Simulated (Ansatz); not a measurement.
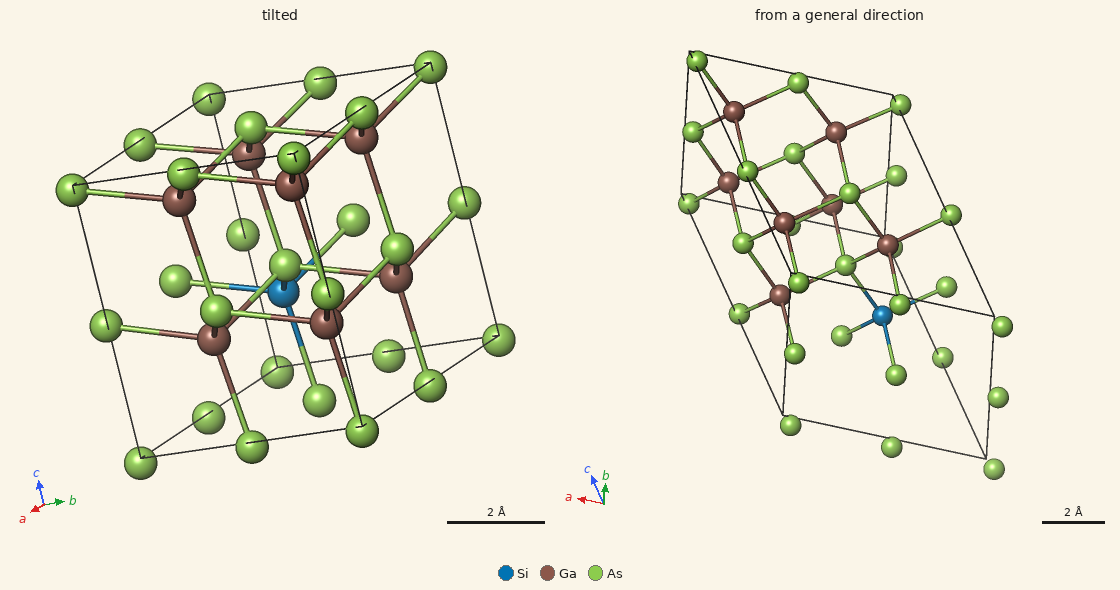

Structure drawing (ball-and-stick), viewed slightly off an axis and from a general direction. The supercell is drawn as a box. The host is GaAs, in a cell of 16 sites, and the cell carries a charge of +1.

Q: Which defect is modelled here, and what are its neighbours?

A: Silicon on a gallium site (a substitutional impurity). It is bonded to four As in a tetrahedral arrangement at about 2.4 Å.

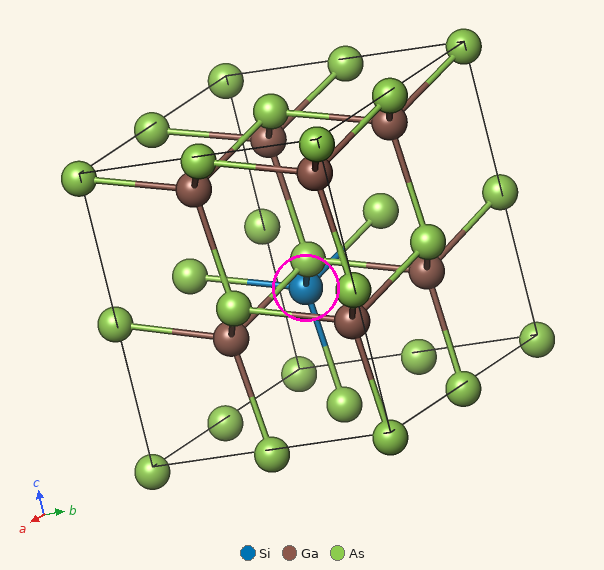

The same cell with a ring at the defect's site.

The atoms were relaxed in the host's cell with Ansatz, DFT LDA, scalar-relativistic, plane waves, PAW.
